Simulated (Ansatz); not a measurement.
## A computed series for TiAl: response to strain

Consider TiAl (space group P4/mmm, No. 123; a = 2.796 Å, c = 4.038 Å; relaxed with 0.1 eV smearing). Axes: x, y, z lie along a, b, c of the conventional cell.

Strains are applied to the cell and any free atomic positions relax; under biaxial strain the out-of-plane vector relaxes too.

Calculations: plane-wave PAW DFT at the PBEsol level (Ansatz, a quantum-chemistry and plane-wave program, 420 eV), without spin-orbit coupling.

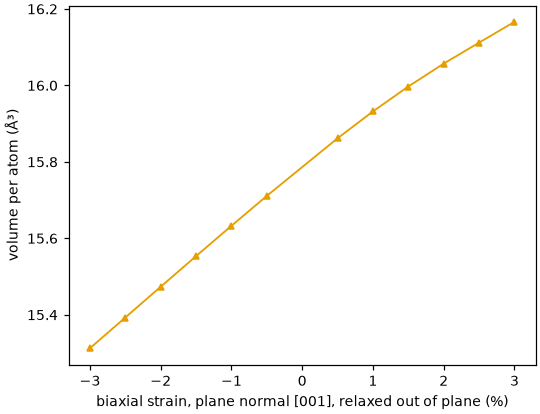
Fig. 1. Volume per atom against biaxial strain, plane normal [001], relaxed out of plane

| biaxial strain, plane normal [001], relaxed out of plane (%) | volume per atom |
|---|---|
| -3 | 15.31 Å³ |
| -2.5 | 15.39 Å³ |
| -2 | 15.47 Å³ |
| -1.5 | 15.55 Å³ |
| -1 | 15.63 Å³ |
| -0.5 | 15.71 Å³ |
| 0.5 | 15.86 Å³ |
| 1 | 15.93 Å³ |
| 1.5 | 16.00 Å³ |
| 2 | 16.06 Å³ |
| 2.5 | 16.11 Å³ |
| 3 | 16.17 Å³ |

Whether these cells are dynamically stable was not tested. All final runs are without spin polarisation.
